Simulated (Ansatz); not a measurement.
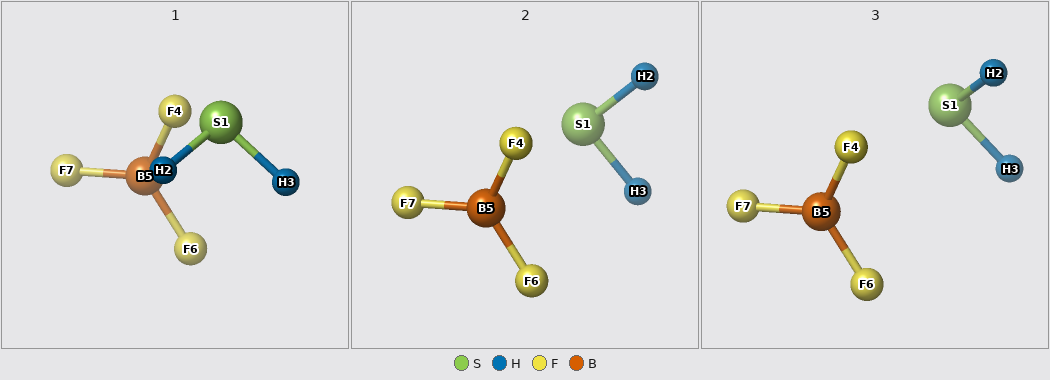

The pair H₂S···BF₃. The turn is about an axis along (−0.15, 0.97, 0.17) in the frame of the relaxed pair, normal to the line between the partners. The first coordinate is: distance B5···S1; the second: turn of S1, H2, H3 about B5. Grid: 11 × 11 points. Points are written as (first, second). Energies are in kJ/mol, from the two partners far apart, frozen as in the relaxed pair, each in its own basis (no counterpoise correction). Computed with RHF/def2-SVPD (Ansatz).

The numbered pictures are structures from this grid.

Q: Rank them by energy, lowest first.

A: 2, at (3.297 Å, 0°): −11 kJ/mol; 3, at (2.914 Å, −24°): 19 kJ/mol; 1, at (3.452 Å, −120°): 57 kJ/mol.

The map, with the structures marked:

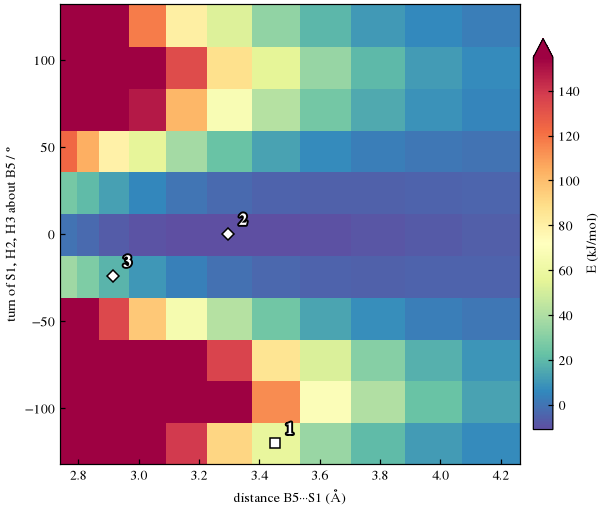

The picture shows one coloured cell a grid point, one colour for all values above the top of the scale.
